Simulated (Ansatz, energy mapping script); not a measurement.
# GdCuN2: exchange couplings from total energies

Wanted: the magnetic order of GdCuN2, its couplings and an estimate of its ordering temperature, by PBE+U (6/6 eV).

Main program and level: Ansatz 0.2.0; PBE with U = 6 eV on Cu d and U = 6 eV on Gd f, ortho-atomic projectors; plane waves, U on orthogonalised atomic orbitals unless named otherwise, collinear spin, no spin–orbit coupling.

**1. Set-up**

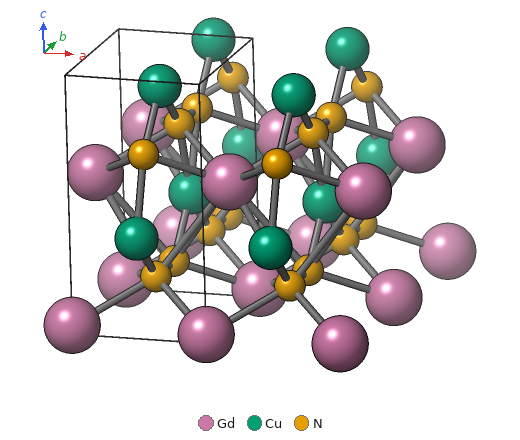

Start, viewed slightly off an axis; gadolinium pink, copper teal, nitrogen orange. 2×2×1 cells are drawn. This picture shows the conventional cell, with its axes. Some periodic images of atoms are drawn too.

This cell was built for the study (invented: TbFeC2 (Amm2) with Cu for Fe, Gd for Tb, N for C), not taken from an experiment; the compound need not form in this structure.

The cell was relaxed beforehand in Ansatz under PBE with U = 6 eV on Cu d and U = 6 eV on Gd f, ortho-atomic projectors, from parallel moments.

A Hubbard U penalises fractional filling of the shell. It raises the cost of virtual hops to the neighbours, so couplings that rest on such hops usually weaken.

**2. Probe run**

One run in the crystal's own cell, under PBE with U = 5.4 eV on Cu d and U = 5.4 eV on Gd f, ortho-atomic projectors, shows which elements keep a moment. Transition or f elements with 0.3 μB or more enter the spin model; moments induced on other atoms do not.

input.yaml reads:

```yaml
crystal:
  lattice:
    - [3.607706668, 0.0, 0.0]
    - [0.0, 2.136366784, 3.442770583]
    - [0.0, -2.136366784, 3.442770583]
  atoms:
    - { symbol: Gd, position: [0.0, 0.034717703, 0.034717703], spin: 7.0 }
    - { symbol: Cu, position: [0.5, 0.38722167, 0.38722167], spin: 1.0 }
    - { symbol: "N", position: [0.5, 0.513846251, 0.849214286] }
    - { symbol: "N", position: [0.5, 0.849214286, 0.513846251] }
magnetization:
  spin_polarized: true
kpoints:
  mp_grid: { grid: [7, 7, 7] }
hamiltonian:
  xc: pbe
  hubbard:
    sites:
      - { species: Cu, l: d, u_eff: 5.4 }
      - { species: Gd, l: f, u_eff: 5.4 }
    projectors: ortho-atomic
scf:
  occupations: { method: fermi_dirac, width: 0.05 }
output:
  eigenvalues: true
```

Started as:

```console
> ansatz run input.yaml --threads 4 --pin off --max-ram 8192MiB --backend cpu --events-out ev --progress --plain --runs-dir out
```

Numbers of over 12 decimals in the logs are rounded to 6 here.

Log:

```text
Engine: ansatz 0.2.0, aarch64-unknown-linux-gnu
Pseudopotentials: kind: paw
Pseudopotential: Gd, paw, valence charge 18, recommended cutoff 420 eV (normal), Gd.paw.azcp
Pseudopotential: Cu, paw, valence charge 19, recommended cutoff 420 eV (normal), Cu.paw.azcp
Pseudopotential: N, paw, valence charge 5, recommended cutoff 420 eV (normal), N.paw.azcp
Functional definition: PBE
  parameter kappa = 0.804
  parameter beta = 0.066725
  exchange = pbe_x(kappa = kappa, mu = beta*pi^2/3)
  correlation = pbe_c(beta = beta)
Crystal: 4 atoms, lattice volume = 53.070 Å³
Basis set: ecut = 420 eV, 1025 PW (Γ)
Bands: 33, of which v1, the nominal top of the filled ones, is band 24 counted from 1 (23 counted from 0)
Symmetry: 4 space group operations
Space group: Amm2 (ITA 38), of the structure as read, at distance tolerance 3.8e-5 Å
Magnetic group: BNS 38.187 (UNI 285), of the structure as read, at distance tolerance 3.8e-5 Å
k-points: 64 of 343 (time reversal used)
Non-local potential: Gd, projectors of the file, l = 0: 3, l = 1: 2, l = 2: 2, l = 3: 3
Non-local potential: Cu, projectors of the file, l = 0: 3, l = 1: 2, l = 2: 3, l = 3: 1
Non-local potential: N, projectors of the file, l = 0: 2, l = 1: 2, l = 2: 1
PAW form: soft (Blöchl's): semilocal exchange-correlation on the pseudo side does not see the compensation charge
PAW one-centre angular grid: Gd, 590 points (default); XC on 64 Gauss nodes
PAW one-centre angular grid: Cu, 590 points (default); XC on 64 Gauss nodes
PAW one-centre angular grid: N, 110 points (default); XC on 64 Gauss nodes
Initial density: superposition of atomic densities (chi_scale 0.1, normalization cell, long waves kept (reshape's long-wave potential 0.00 eV rms))
Starting moments: Σ|m| = 8 μB on 2 of 4 sites
Initial wavefunctions: pseudopotential atomic-orbital guess
Functional: x = pbe(κ = 0.804, μ = 0.219515), c = pbe(β = 0.066725)
SCF iter   1: F=—  HF=-16726.151668 eV  |F-HF|=—  |Δ(HF+E_count)|=         —  Δρ=9.26e-2 (↑8.72e-2 ↓9.26e-2)  dr2=1.50e1  dr2_m=2.24e-1  M=7.338 μB ∫|m|=7.431 μB  β_m=0.30  ethr=3.10e-3  ⟨swp⟩=5.8  Hψ=14532  notcnv=0
Mixer restart at iter 1: flushing history
preconditioner: auto → Kerker (q_TF=auto, 2.674 Å⁻¹)  [metal: Δε(μ)=0.034 eV  Ē_g=11.371 eV  σ=0.050 eV  W_gap=0.16  n_scr=20 (ndim 8)  ℏωp=31.0 eV  f_vac=0.000  D(μ)=2.40/eV (n_scr^D=20)]
spin=Collinear: Kerker preconditioning applied to the charge; magnetization (m = ρ↑ − ρ↓) channel mixes plain (no charge-response kernel on spin).
SCF iter   2: F=—  HF=-16724.562362 eV  |F-HF|=—  |Δ(HF+E_count)|=    1.59e0  Δρ=3.34e-2 (↑3.34e-2 ↓3.26e-2)  dr2=1.73e0  dr2_m=1.60e-1  M=7.152 μB ∫|m|=7.277 μB  β_m=0.31  ethr=3.10e-3  ⟨swp⟩=2.9  Hψ=9776  notcnv=0  defer=109
[...]
SCF iter   9: F=—  HF=-16724.489245 eV  |F-HF|=—  |Δ(HF+E_count)|=   7.64e-6  Δρ=1.10e-4 (↑1.10e-4 ↓9.94e-5)  dr2=4.04e-5  dr2_m=2.26e-7  M=7.090 μB ∫|m|=7.316 μB  β_m=0.96  ethr=6.23e-7  ⟨swp⟩=2.5  Hψ=6340  notcnv=0  defer=168
SCF iter  10: F=—  HF=-16724.489255 eV  |F-HF|=—  |Δ(HF+E_count)|=   9.96e-6  Δρ=9.43e-5 (↑9.14e-5 ↓9.43e-5)  dr2=1.48e-5  dr2_m=1.26e-7  M=7.090 μB ∫|m|=7.316 μB  β_m=0.94  ethr=8.59e-8  ⟨swp⟩=2.2  Hψ=6353  notcnv=0  defer=168
SCF iter  11: F=—  HF=-16724.489253 eV  |F-HF|=—  |Δ(HF+E_count)|=   1.59e-6  Δρ=3.40e-5 (↑3.31e-5 ↓3.40e-5)  dr2=1.82e-6  dr2_m=3.20e-9  M=7.090 μB ∫|m|=7.316 μB  β_m=0.89  ethr=3.15e-8  ⟨swp⟩=2.4  Hψ=6669  notcnv=0  defer=168
SCF iter  12: F=—  HF=-16724.489253 eV  |F-HF|=—  |Δ(HF+E_count)|=   2.65e-7  Δρ=8.48e-6 (↑8.48e-6 ↓7.89e-6)  dr2=1.57e-7  dr2_m=4.82e-10  M=7.090 μB ∫|m|=7.316 μB  β_m=0.94  ethr=3.87e-9  ⟨swp⟩=2.5  Hψ=7101  notcnv=0  defer=168
SCF iter  13: F=-16724.489253 eV  HF=-16724.489253 eV  |F-HF|=5.71e-8  |Δ(HF+E_count)|=   2.08e-8  Δρ=4.82e-6 (↑4.56e-6 ↓4.82e-6)  dr2=4.35e-8  dr2_m=6.80e-11  M=7.090 μB ∫|m|=7.316 μB  ethr=2.13e-10  ⟨swp⟩=7.1  Hψ=14660  notcnv=0
SCF 1 converged in 13 iterations: F = -16724.489253 eV  dr2 = 4.35e-8
[...]
SCF converged after 13 iterations
Magnetization: 7.0905 μB (27.0452 up, 19.9548 down)
Absolute magnetization: 7.3221 μB (∫|ρ↑−ρ↓|, with the PAW one-centre terms)
Spin contamination: 0.0407 ħ² per cell (⟨S²⟩ above its minimum at these occupations)
Per-site moments (μB) at R_I (Å): [(6.952980, 1.034700), (-0.00576694, 0.827266), (-0.034067, 0.591087), (-0.034067, 0.591087)]
Free energy (F): -16724.489253 eV
Harris-Foulkes:  -16724.489253 eV  (|F-HF|=5.71e-8)
Internal energy: -16724.480373 eV  (E = F + TS)
E sigma→0 (E₀):  -16724.484813 eV
Entropy (-TS):   -0.008879 eV (-2.220 meV/atom)
Fermi energy:    14.550545 eV
--- Per-component energies (eV) ---
  E_band       = -392.701860
  E_kinetic    = 964.089727
  E_local      = -7159.812921  (includes V_loc(G=0)·N_el)
  E_nonlocal   = 776.290358
  E_hartree    = 3097.787095
  E_xc         = -442.945362
  E_vxc        = -521.178177  (∫ρ·V_xc dr)
  E_hubbard    = 0.875048  (on-site DFT+U / exact-exchange correction)
  E_vhub       = -43.541030  (the Hubbard potential's part of the band-sum identity)
  E_paw        = -8371.508200  (= ΣΔE_a)
  E_vpaw       = -604.136803  (= ΣTr[D̂ρ^β])
  E_aug_tail   = 0.000478  (compensation charges beyond the density's cutoff)
  E_ewald      = -5589.256595
  E_smearing   = -0.008879  (= −TS)
  E_closure    = -0.000000  (closes the sum)
  Σ components = -16724.489253   (vs F -16724.489253, Δ=0.00e0)
--- Band table (eV; the first three rows and the last of 128) ---
  k-point 0 ↑: bands = [... 20 lower, 9.3430, 9.3915, 9.7645, 10.3981, 10.7475, 12.5810, 13.5246, 13.6337, ... 5 higher]
  k-point 1 ↑: bands = [... 20 lower, 9.1691, 9.3512, 9.8607, 10.1722, 10.7371, 12.3191, 13.7581, 14.0761, ... 5 higher]
  k-point 2 ↑: bands = [... 20 lower, 9.0905, 9.3223, 9.8062, 10.0895, 10.6235, 12.1701, 13.8863, 15.1025, ... 5 higher]
  k-point 63 ↓: bands = [... 20 lower, 15.3420, 16.8941, 16.9914, 17.0332, 17.0454, 17.0721, 17.1398, 17.1597, ... 5 higher]
Occupation matrices written to <dir>
```

The job ended after 11 s (4 threads of Arm Neoverse V1, shared host; peak memory 0.59 GiB; 40 s of CPU time).

The column dr2 measures how far the density is from self-consistency, as an energy; F and HF (Harris–Foulkes) agree once it is small.

Spin moment in the sphere by atom:

| atom | spin moment in the sphere (μB) |
| --- | --- |
| Gd1 | 6.95 |
| Cu2 | -0.01 |
| N3 | -0.03 |
| N4 | -0.03 |

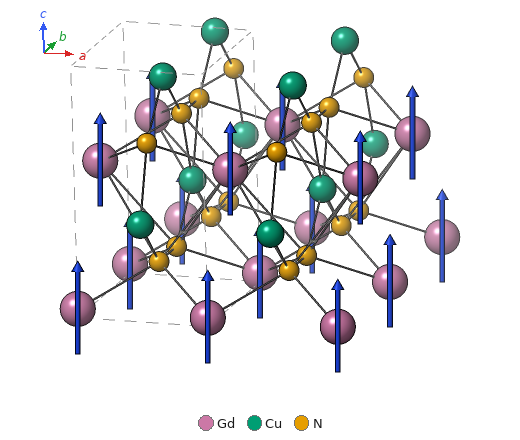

Spin moment in the sphere as arrows, the longest 6.95 μB. Up and down stand for the sign. Arrows give size and sign along the axis of quantisation, drawn up and down the page. 2×2×1 conventional cells are drawn. Some periodic images of atoms are drawn too.

The run ends ferromagnetic; Gd carries the moments.

**3. A run to fix the orbital filling**

A corrected shell can settle in several orbital fillings. One parallel run, with an occupation width a fifth wider than the orders use, therefore is to supply the occupation matrices. All orders start from them.

input.yaml reads:

```yaml
crystal:
  lattice:
    - [3.607706668, 0.0, 0.0]
    - [0.0, 2.136366784, 3.442770583]
    - [0.0, -2.136366784, 3.442770583]
  atoms:
    - { symbol: Gd, position: [0.0, 0.034717703, 0.034717703], spin: 7.0 }
    - { symbol: Cu, position: [0.5, 0.38722167, 0.38722167] }
    - { symbol: "N", position: [0.5, 0.513846251, 0.849214286] }
    - { symbol: "N", position: [0.5, 0.849214286, 0.513846251] }
magnetization:
  spin_polarized: true
kpoints:
  mp_grid: { grid: [10, 10, 10] }
hamiltonian:
  xc: pbe
  hubbard:
    sites:
      - { species: Cu, l: d, u_eff: 6.0 }
      - { species: Gd, l: f, u_eff: 6.0 }
    projectors: ortho-atomic
scf:
  occupations: { method: fermi_dirac, width: 0.06 }
output:
  eigenvalues: true
```

Log:

```text
[...]
Crystal: 4 atoms, lattice volume = 53.070 Å³
Basis set: ecut = 420 eV, 1025 PW (Γ)
Bands: 33, of which v1, the nominal top of the filled ones, is band 24 counted from 1 (23 counted from 0)
Symmetry: 4 space group operations
[...]
k-points: 186 of 1000 (time reversal used)
[...]
Starting moments: Σ|m| = 7 μB on 1 of 4 sites
[...]
SCF iter   1: F=—  HF=-16725.917990 eV  |F-HF|=—  |Δ(HF+E_count)|=         —  Δρ=8.10e-2 (↑8.10e-2 ↓7.63e-2)  dr2=1.18e1  dr2_m=1.76e-1  M=7.053 μB ∫|m|=7.143 μB  β_m=0.30  ethr=3.10e-3  ⟨swp⟩=5.8  Hψ=42226  notcnv=0  defer=5
[...]
SCF iter  14: F=-16724.397273 eV  HF=-16724.397273 eV  |F-HF|=5.82e-9  |Δ(HF+E_count)|=   1.17e-8  Δρ=1.60e-6 (↑1.49e-6 ↓1.60e-6)  dr2=6.76e-9  dr2_m=1.71e-10  M=7.116 μB ∫|m|=7.323 μB  ethr=2.13e-10  ⟨swp⟩=7.6  Hψ=31866  notcnv=0
SCF 1 converged in 14 iterations: F = -16724.397273 eV  dr2 = 6.76e-9
[...]
SCF converged after 14 iterations
Magnetization: 7.1159 μB (27.0580 up, 19.9420 down)
Absolute magnetization: 7.3291 μB (∫|ρ↑−ρ↓|, with the PAW one-centre terms)
[...]
Per-site moments (μB) at R_I (Å): [(6.959965, 1.034700), (-0.00240271, 0.827266), (-0.032127, 0.591087), (-0.032127, 0.591087)]
Free energy (F): -16724.397273 eV
[...]
Internal energy: -16724.385840 eV  (E = F + TS)
E sigma→0 (E₀):  -16724.391557 eV
Entropy (-TS):   -0.011433 eV (-2.858 meV/atom)
Fermi energy:    14.529529 eV
[...]
--- Band table (eV; the first three rows and the last of 372) ---
  k-point 0 ↑: bands = [... 20 lower, 9.1388, 9.1861, 9.7573, 10.2907, 10.5915, 12.5792, 13.4926, 13.6278, ... 5 higher]
  k-point 1 ↑: bands = [... 20 lower, 9.0835, 9.1540, 9.7833, 10.1556, 10.6144, 12.4024, 13.6951, 13.8033, ... 5 higher]
  k-point 2 ↑: bands = [... 20 lower, 8.8682, 9.1384, 9.8800, 9.9052, 10.5827, 12.1925, 13.8198, 14.4368, ... 5 higher]
  k-point 185 ↓: bands = [... 20 lower, 15.4587, 17.1593, 17.2313, 17.2841, 17.2918, 17.3289, 17.3973, 17.4184, ... 5 higher]
Occupation matrices written to <dir>
```

The job ended after 30 s (4 threads; peak memory 0.94 GiB).

Numbers from this step:

- final state: ferromagnetic
- electrons in the corrected shells: 7.040, 9.740 e
- largest moment: 6.96 μB

**4. Order 1: parallel, cell A of 8 atoms**

The parallel order is the zero of energy for this cell and mesh.

input.yaml reads:

```yaml
crystal:
  lattice:
    - [0.0, 4.272733568, 0.0]
    - [-3.607706668, 2.136366784, -3.442770583]
    - [-3.607706668, 2.136366784, 3.442770583]
  atoms:
    - { symbol: Gd, position: [0.5, 0.465282297, 0.534717703], spin: 7.0 }
    - { symbol: Gd, position: [0.0, 0.965282297, 0.034717703], spin: 7.0 }
    - { symbol: Cu, position: [0.75, 0.86277833, 0.63722167] }
    - { symbol: Cu, position: [0.25, 0.36277833, 0.13722167] }
    - { symbol: "N", position: [0.582315982, 0.568469732, 0.931530268] }
    - { symbol: "N", position: [0.082315982, 0.068469732, 0.431530269] }
    - { symbol: "N", position: [0.917684018, 0.568469731, 0.931530268] }
    - { symbol: "N", position: [0.417684018, 0.068469732, 0.431530269] }
magnetization:
  spin_polarized: true
kpoints:
  mp_grid: { grid: [10, 10, 10] }
hamiltonian:
  xc: pbe
  hubbard:
    sites:
      - { species: Cu, l: d, u_eff: 6.0 }
      - { species: Gd, l: f, u_eff: 6.0 }
      - { site: 0, l: f, u_eff: 6.0, starting_ns: [{ spin: up, occupation_matrix: gd1_major }, { spin: down, occupation_matrix: gd1_minor }] }
      - { site: 1, l: f, u_eff: 6.0, starting_ns: [{ spin: up, occupation_matrix: gd1_major }, { spin: down, occupation_matrix: gd1_minor }] }
      - { site: 2, l: d, u_eff: 6.0, starting_ns: [{ spin: up, occupation_matrix: cu2_major }, { spin: down, occupation_matrix: cu2_minor }] }
      - { site: 3, l: d, u_eff: 6.0, starting_ns: [{ spin: up, occupation_matrix: cu2_major }, { spin: down, occupation_matrix: cu2_minor }] }
    projectors: ortho-atomic
    occupation_matrices:
      gd1_major:
        matrix:
          - [0.999, 0.0, 0.0, 0.0, 0.0, 0.0, 0.0]
          - [0.0, 0.999, 0.0, 0.0, 0.0, 0.0, 0.0]
          - [0.0, 0.0, 0.999, 0.0, 0.0, 0.0, 0.0]
          - [0.0, 0.0, 0.0, 0.999, 0.0, 0.0, 0.0]
          - [0.0, 0.0, 0.0, 0.0, 0.999, 0.0, 0.0]
          - [0.0, 0.0, 0.0, 0.0, 0.0, 0.999, 0.0]
          - [0.0, 0.0, 0.0, 0.0, 0.0, 0.0, 0.999]
      gd1_minor:
        matrix:
          - [0.004, 0.0, 0.0, 0.0, 0.0, 0.0, 0.0]
          - [0.0, 0.007, 0.0, 0.0, 0.0, 0.0, 0.0]
          - [0.0, 0.0, 0.004, 0.0, 0.0, 0.0, -0.002]
          - [0.0, 0.0, 0.0, 0.002, 0.0, 0.0, 0.0]
          - [0.0, 0.0, 0.0, 0.0, 0.017, 0.0, 0.0]
          - [0.0, 0.0, 0.0, 0.0, 0.0, 0.005, 0.0]
          - [0.0, 0.0, -0.002, 0.0, 0.0, 0.0, 0.009]
      cu2_major:
        matrix:
          - [0.97, 0.0, 0.0, 0.007, 0.0]
          - [0.0, 0.988, 0.0, 0.0, 0.0]
          - [0.0, 0.0, 0.958, 0.0, 0.0]
          - [0.007, 0.0, 0.0, 0.968, 0.0]
          - [0.0, 0.0, 0.0, 0.0, 0.988]
      cu2_minor:
        matrix:
          - [0.971, 0.0, 0.0, 0.004, 0.0]
          - [0.0, 0.987, 0.0, 0.0, 0.0]
          - [0.0, 0.0, 0.954, 0.0, 0.0]
          - [0.004, 0.0, 0.0, 0.97, 0.0]
          - [0.0, 0.0, 0.0, 0.0, 0.987]
scf:
  occupations: { method: fermi_dirac, width: 0.05 }
output:
  eigenvalues: true
  write_density: true
  write_potential: true
  elf: true
  volumetric_format: npy
```

Log:

```text
[...]
Crystal: 8 atoms, lattice volume = 106.139 Å³
Basis set: ecut = 420 eV, 2073 PW (Γ)
Bands: 65, of which v1, the nominal top of the filled ones, is band 47 counted from 1 (46 counted from 0)
Symmetry: 8 space group operations
[...]
k-points: 171 of 1000 (time reversal used)
[...]
Starting moments: Σ|m| = 14 μB on 2 of 8 sites
[...]
SCF iter   1: F=—  HF=-33452.103857 eV  |F-HF|=—  |Δ(HF+E_count)|=         —  Δρ=8.23e-2 (↑8.23e-2 ↓7.97e-2)  dr2=2.16e1  dr2_m=7.58e-1  M=14.266 μB ∫|m|=14.450 μB  β_m=1.00  ethr=3.10e-3  ⟨swp⟩=5.9  Hψ=71128  notcnv=0  defer=32
[...]
SCF iter   5: F=—  HF=-33448.774635 eV  |F-HF|=—  |Δ(HF+E_count)|=   3.08e-2  Δρ=7.64e-3 (↑7.57e-3 ↓7.64e-3)  dr2=1.49e-1  dr2_m=2.76e-4  M=14.213 μB ∫|m|=14.616 μB  β_m=0.30  ethr=2.50e-4  ⟨swp⟩=3.1  Hψ=44379  notcnv=0  defer=1503
[...]
spin-set hold released at iteration 5 (site moments contracting): the magnetisation degrees of freedom join the quasi-Newton model from the next iteration; the mixer history was flushed
SCF iter   6: F=—  HF=-33448.782545 eV  |F-HF|=—  |Δ(HF+E_count)|=   7.91e-3  Δρ=4.11e-3 (↑4.07e-3 ↓4.11e-3)  dr2=5.12e-2  dr2_m=1.30e-4  M=14.215 μB ∫|m|=14.621 μB  β_m=0.59  ethr=1.58e-4  ⟨swp⟩=2.0  Hψ=29455  notcnv=0  defer=1503
[...]
SCF iter  15: F=-33448.790155 eV  HF=-33448.790155 eV  |F-HF|=2.54e-8  |Δ(HF+E_count)|=   1.33e-7  Δρ=3.33e-6 (↑3.33e-6 ↓3.21e-6)  dr2=6.66e-8  dr2_m=3.13e-10  M=14.219 μB ∫|m|=14.645 μB  ethr=1.06e-10  ⟨swp⟩=9.7  Hψ=82183  notcnv=0
SCF 1 converged in 15 iterations: F = -33448.790155 eV  dr2 = 6.66e-8
[...]
SCF converged after 15 iterations
Magnetization: 14.2188 μB (54.1094 up, 39.8906 down)
Absolute magnetization: 14.6571 μB (∫|ρ↑−ρ↓|, with the PAW one-centre terms)
[...]
Per-site moments (μB) at R_I (Å): [(6.959326, 1.034700), (6.959326, 1.034700), (-0.00321535, 0.827266), (-0.00321535, 0.827266), (-0.032881, 0.591087), (-0.032881, 0.591087), (-0.032881, 0.591087), (-0.032881, 0.591087)]
Free energy (F): -33448.790155 eV
[...]
Internal energy: -33448.773803 eV  (E = F + TS)
E sigma→0 (E₀):  -33448.781979 eV
Entropy (-TS):   -0.016351 eV (-2.044 meV/atom)
Fermi energy:    14.528001 eV
[...]
--- Specified on-site occupations, and those of the state reported ---
  electrons in the specified blocks: 33.5640 specified, 33.5595 found
  site 2 (l=d) ↓: largest change of an orbital's occupation 0.0048; electrons 4.8690 specified, 4.8714 found; spectral distance 0.0066
[...]
site 2 (l=d) ↑: largest change of an orbital's occupation 0.0041; electrons 4.8720 specified, 4.8682 found; spectral distance 0.0061
[...]
site 1 (l=f) ↓: largest change of an orbital's occupation 0.0005; electrons 0.0480 specified, 0.0478 found; spectral distance 0.0007
[...]
site 1 (l=f) ↑: largest change of an orbital's occupation 0.0003; electrons 6.9930 specified, 6.9925 found; spectral distance 0.0005
[...]
--- Band table (eV; the first three rows and the last of 342) ---
  k-point 0 ↑: bands = [... 43 lower, 9.1858, 9.7592, 9.7939, 9.9775, 10.2911, 10.5072, 10.5924, 12.5806, ... 14 higher]
  k-point 1 ↑: bands = [... 43 lower, 9.1336, 9.7596, 9.7780, 9.9740, 10.2557, 10.4824, 10.5184, 12.5734, ... 14 higher]
  k-point 2 ↑: bands = [... 43 lower, 9.0949, 9.6711, 9.7996, 9.9471, 10.1833, 10.3139, 10.4189, 12.5902, ... 14 higher]
  k-point 170 ↓: bands = [... 43 lower, 16.8520, 17.1548, 17.1548, 17.2440, 17.2440, 17.2754, 17.2754, 17.3602, ... 14 higher]
Occupation matrices written to <dir>
```

Elapsed: 2.1 min, on 4 threads; peak memory 2 GiB.

Spin moment in the sphere by atom:

| atom | spin moment in the sphere (μB) |
| --- | --- |
| Gd1 | 6.96 |
| Gd2 | 6.96 |
| Cu3 | 0.00 |
| Cu4 | 0.00 |
| N5 | -0.03 |
| N6 | -0.03 |
| N7 | -0.03 |
| N8 | -0.03 |

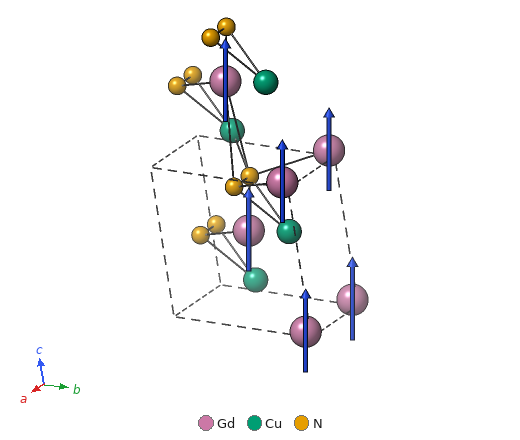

Spin moment in the sphere as arrows, the longest 6.96 μB. Up and down stand for the sign. Arrows give size and sign along the axis of quantisation, drawn up and down the page. Bonds to atoms that aren't drawn are left out. 1×1×2 cells are drawn. Some periodic images of atoms are drawn too.

The run ends ferromagnetic.

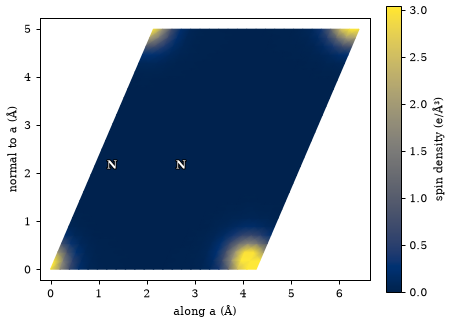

Spin density in the ac plane at fractional y = 0.068, with atoms of N within 0.2 Å of it.

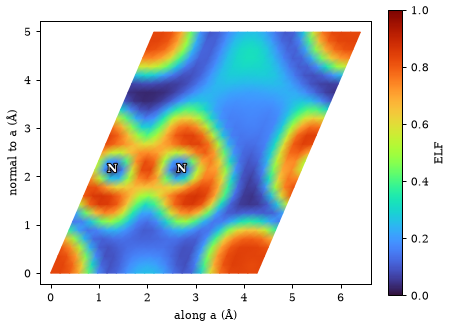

ELF in the ac plane at fractional y = 0.068, with atoms of N within 0.2 Å of it. It is the smooth field of the valence electrons, not physical close to the nuclei.

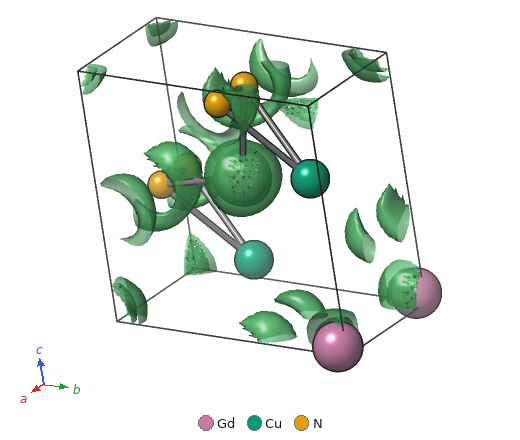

Surface of ELF = 0.83. Bonds to atoms that aren't drawn are left out.

(Part 1 of 3 ends here.)

[Logs and program files are shortened in this print: banners, set-up blocks, solver, clock and traceback lines can be left out without a mark of their own.]

[Logs are printed without paths, hosts, clocks, repeated set-up lines and the standing remarks that a program may print on its own settings, such as how far it seeks lower states.]

[Hosts, paths, dates, database ids (printed as entryN), source tags and the programs' standing remarks are cut or masked in the printed files.]

[Where a cell is said to come from a database of computed structures, the database is the Materials Project.]
